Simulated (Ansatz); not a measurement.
System: H$_{4}$N$_{2}$Si.

| atom | x (Å) | y (Å) | z (Å) |
| --- | --- | --- | --- |
| N | 0.6682 | 0.2705 | -0.9289 |
| N | -0.3992 | -1.3663 | 0.8347 |
| Si | -0.8721 | -0.2473 | -0.3773 |
| H | -1.0950 | -1.8621 | 1.3667 |
| H | 1.5749 | -0.0282 | -0.6014 |
| H | 0.5380 | -1.6185 | 1.1117 |
| H | 0.7403 | 0.9521 | -1.6659 |

Geometry: PBE0-D4/def2-TZVP.

The calculation used isolated molecule in a Gaussian basis; Kohn-Sham density functional theory, functional PBE0 in Ansatz 0.2.0.

### Predict the electron density and electron localisation function between the atoms.

Si–N (1.72 Å): ρ at the midpoint is about 1.1 e/Å³; the ELF peaks at about 0.90 between the atoms; a shared but strongly polarised pair.
N–H (1.01 Å): ρ at the midpoint is about 2.9 e/Å³; the ELF climbs to about 1 towards the hydrogen, as it does in any bond to H; a covalent bond by its length.

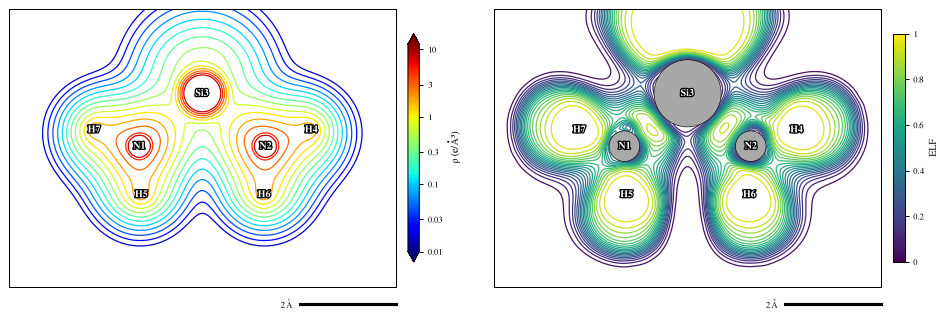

Computed electron density and electron localisation function on the molecular plane, in this order. Grey discs cover the atomic cores in the ELF map. 
